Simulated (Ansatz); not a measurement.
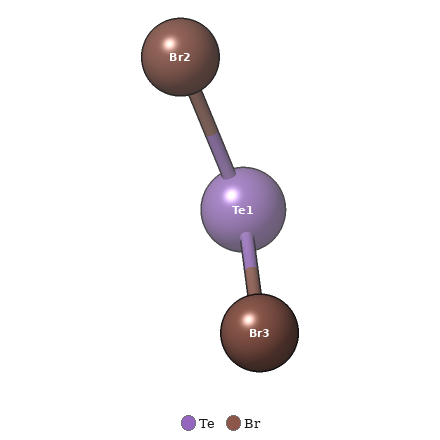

The system is Br₂Te with the probe CO; the picture shows it without the atoms that are moved over the map. The probe is moved over a plane parallel to the molecule's main plane, 2.30 Å above it. First axis: x of the probe's C atom. Second axis: y of the probe's C atom. Nothing is relaxed (molecule and probe rigid, the probe upright with C nearest the plane). The grid has 13 × 11 points; 77 points were computed and 66 follow by symmetry. All energies are given in eV relative to the lowest grid point. Theory: RKS PBE-D4/def2-SVPD (Ansatz 0.2.0).

Range: x of the probe's C atom from −3.30 to 3.30 Å; y of the probe's C atom from −2.75 to 2.75 Å.

What landscape does the calculation give?

The lowest grid point is at x of the probe's C atom = −1.65 Å, y of the probe's C atom = −2.75 Å. It lies at the edge of the scanned range, so the true minimum may lie outside. The energy also falls towards the edge at x of the probe's C atom = 0.00 Å, y of the probe's C atom = 2.75 Å (0.06 eV above the lowest) and x of the probe's C atom = −3.30 Å, y of the probe's C atom = 2.75 Å (0.06 eV above the lowest), where a further well may lie outside the range. The highest grid point, x of the probe's C atom = 0.00 Å, y of the probe's C atom = −1.10 Å, lies 2.42 eV above the lowest.

| y of the probe's C atom ↓, x of the probe's C atom → | −3.30 | −2.75 | −2.20 | −1.65 | −1.10 | −0.55 | 0.00 | 0.55 | 1.10 | 1.65 | 2.20 | 2.75 | 3.30 |
| --- | --- | --- | --- | --- | --- | --- | --- | --- | --- | --- | --- | --- | --- |
| 2.75 | 0.06 | 0.08 | 0.10 | 0.11 | 0.09 | 0.07 | 0.06 | 0.07 | 0.09 | 0.11 | 0.10 | 0.08 | 0.06 |
| 2.20 | 0.08 | 0.17 | 0.27 | 0.29 | 0.21 | 0.11 | 0.07 | 0.11 | 0.21 | 0.29 | 0.27 | 0.17 | 0.08 |
| 1.65 | 0.18 | 0.43 | 0.72 | 0.75 | 0.49 | 0.22 | 0.12 | 0.22 | 0.49 | 0.75 | 0.72 | 0.43 | 0.18 |
| 1.10 | 0.35 | 0.86 | 1.44 | 1.44 | 0.87 | 0.38 | 0.22 | 0.38 | 0.87 | 1.44 | 1.44 | 0.86 | 0.35 |
| 0.55 | 0.50 | 1.18 | 1.90 | 1.77 | 1.08 | 0.55 | 0.38 | 0.55 | 1.08 | 1.77 | 1.90 | 1.18 | 0.50 |
| 0.00 | 0.46 | 1.02 | 1.49 | 1.40 | 1.07 | 0.86 | 0.78 | 0.86 | 1.07 | 1.40 | 1.49 | 1.02 | 0.46 |
| −0.55 | 0.29 | 0.56 | 0.77 | 0.84 | 1.04 | 1.44 | 1.54 | 1.44 | 1.04 | 0.84 | 0.77 | 0.56 | 0.29 |
| −1.10 | 0.14 | 0.22 | 0.29 | 0.42 | 0.89 | 1.87 | 2.42 | 1.87 | 0.89 | 0.42 | 0.29 | 0.22 | 0.14 |
| −1.65 | 0.06 | 0.06 | 0.07 | 0.17 | 0.57 | 1.40 | 2.06 | 1.40 | 0.57 | 0.17 | 0.07 | 0.06 | 0.06 |
| −2.20 | 0.05 | 0.02 | 0.00 | 0.04 | 0.26 | 0.67 | 0.92 | 0.67 | 0.26 | 0.04 | 0.00 | 0.02 | 0.05 |
| −2.75 | 0.05 | 0.03 | 0.00 | 0.00 | 0.07 | 0.20 | 0.28 | 0.20 | 0.07 | 0.00 | 0.00 | 0.03 | 0.05 |

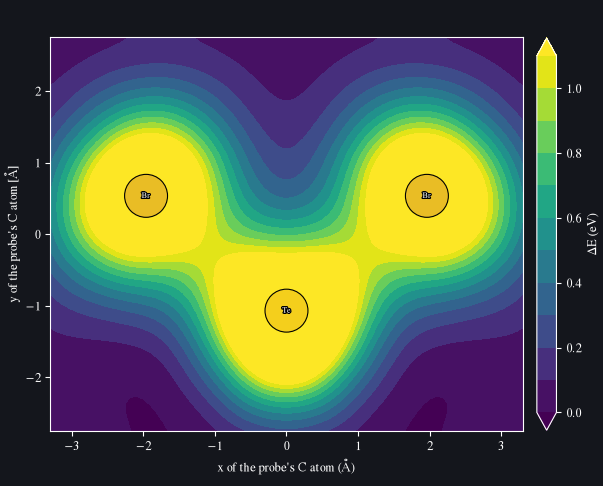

In the figure: filled contours, labelled circles for the molecule's atoms, projected on the plane, one colour for all values above the top of the scale. Between grid points the surface is interpolated.

Each point was launched as `ansatz run input.yaml --threads 1 --pin off --max-ram 2560MiB --backend cpu --events-out ev --progress --plain --runs-dir out`. Time for the 77 points that were run: 6.7 min on 1 thread of Intel(R) Xeon(R) 6975P-C (Granite Rapids) (shared host).
